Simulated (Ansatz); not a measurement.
Energy landscape of LiScF$_{4}$

6 relaxations of LiScF4 ended in 5 distinct structures. These are r2SCAN (plane waves to 500 eV, PAW, scalar-relativistic; Ansatz, a first-principles code) values and carry that method's errors.

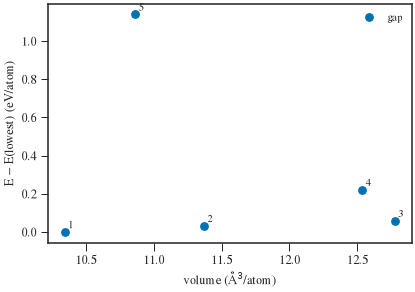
Figure: Energy against volume of the distinct structures, numbered as in the table

| # | space group | Pearson | type | E − E(lowest) (eV/atom) | V (Å³/atom) | gap (eV, no SOC) | runs ending here |
|---|---|---|---|---|---|---|---|
| 1 | I4₁/a | tI24 | – | 0.000 | 10.34 | 7.00 | 2 |
| 2 | I4₁/amd | tI24 | – | 0.033 | 11.37 | 7.23 | 1 |
| 3 | I-4m2 | tI12 | – | 0.058 | 12.78 | 6.35 | 1 |
| 4 | I-4 | tI12 | – | 0.221 | 12.53 | 7.04 | 1 |
| 5 | P6/mmm | hP6 | – | 1.139 | 10.86 | 2.50 | 1 |

I4₁/a, tI24 is the lowest of the structures calculated here.

LiScF$_{4}$ is modelled in the tetragonal space group I4₁/a, origin choice 1 (No. 88), Pearson symbol tI24. Lattice parameters: a = b = 4.9705 Å, c = 10.0481 Å, α = β = γ = 90.00°. Li on 4b has 4 F at 1.861 Å. Sc on 4a sees 8 F at 2.086–2.188 Å. F on 16f is surrounded by 1 Li at 1.861 Å and 2 Sc at 2.086–2.188 Å (trigonal planar). (Neighbours: up to the widest gap in distance over summed covalent radii, below 1.35, at either atom; cation-cation and far metal-metal contacts left out.)
(The calculation used a cell of 12 atoms; values per cell refer to that cell.)

Probably no minimum, since a slightly shaken restart fell lower: I-4, tI12 (by 0.16 eV/atom, to I-4m2).  1 generated cell of layers, chains or molecules, poorly bound without dispersion, is left out. Each run could gain symmetry but not lose that of its start, so entries can be saddle points. From databases, or of a type measured for this composition: I4₁/a, tI24; the others are generated cells (placed on structure types, drawn at random, substituted or restacked) that were not matched to a known phase here. Energies are at zero temperature and pressure, without zero-point motion. The runs use different k-meshes, so differences are rounded accordingly. No spin polarisation in the result. Gaps of cells over 8 atoms come from the SCF mesh and high-symmetry points alone.
